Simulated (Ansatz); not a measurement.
**AlGeH₅: basis-set convergence**

How large a basis does AlGeH₅ need? Two functionals are run in growing sets.

Program: Ansatz 0.2.0, Gaussian basis. Level of theory: one geometry, several basis sets. These are calculated values, not measurements.

The runs, in order: PBE0-D4/def2-SVP; ωB97M-V/def2-SVP; PBE0-D4/def2-QZVPP; ωB97M-V/def2-QZVPP; the functionals' def2-TZVPP values are taken from earlier runs.

## (1) The geometry

The geometry comes from an earlier relaxation with PBE0-D4 in a triple-zeta def2 set; it is a stationary point, not always the lowest conformer.

SMILES `[AlH2][GeH3]`, 7 atoms, charge 0, spin multiplicity 1.

Atoms are counted from 1 here; the program's logs count them from 0.

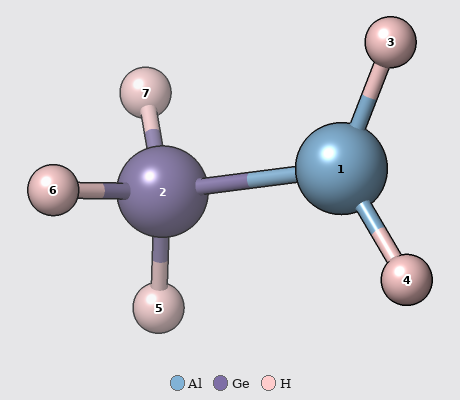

The structure; aluminium light blue, germanium purple, hydrogen pink; atoms are numbered from 1 in the order of the file.

## (2) PBE0-D4 in def2-SVP

in.yaml reads:

```yaml
crystal:
  periodic: [false, false, false]
  atoms:
    - {symbol: Al, position_ang: [-0.310022, -1.404222, 0.123795]}
    - {symbol: Ge, position_ang: [0.252854, 0.995624, -0.122784]}
    - {symbol: H, position_ang: [0.625164, -2.362328, 0.977121]}
    - {symbol: H, position_ang: [-1.622518, -1.993341, -0.547749]}
    - {symbol: H, position_ang: [-0.281015, 1.612459, -1.430138]}
    - {symbol: H, position_ang: [-0.371619, 1.813381, 1.028708]}
    - {symbol: H, position_ang: [1.768456, 1.270328, -0.074553]}
basis:
  gaussian: {orbitals: def2-SVP}
hamiltonian: {xc: pbe0, dispersion: d4}
output: {orbitals: {seedname: orbitals}}
```

The runs that follow: ωB97M-V in def2-SVP; PBE0-D4 in def2-QZVPP; ωB97M-V in def2-QZVPP.

**Question.** What will the summary of the whole plan be? Wanted: PBE0-D4: double and triple zeta above quadruple; ωB97M-V: double and triple zeta above quadruple.

**Answer**, as computed:

```
                                       quantity           value
PBE0-D4: double and triple zeta above quadruple  10.93, 1.44 eV
ωB97M-V: double and triple zeta above quadruple  10.92, 1.41 eV
```

What this shows: For PBE0-D4 the step from double to triple zeta gains 9.49 eV and the next only 1.44 eV. These are total energies; as a rule much of such shifts cancels in differences, which this series doesn't test.
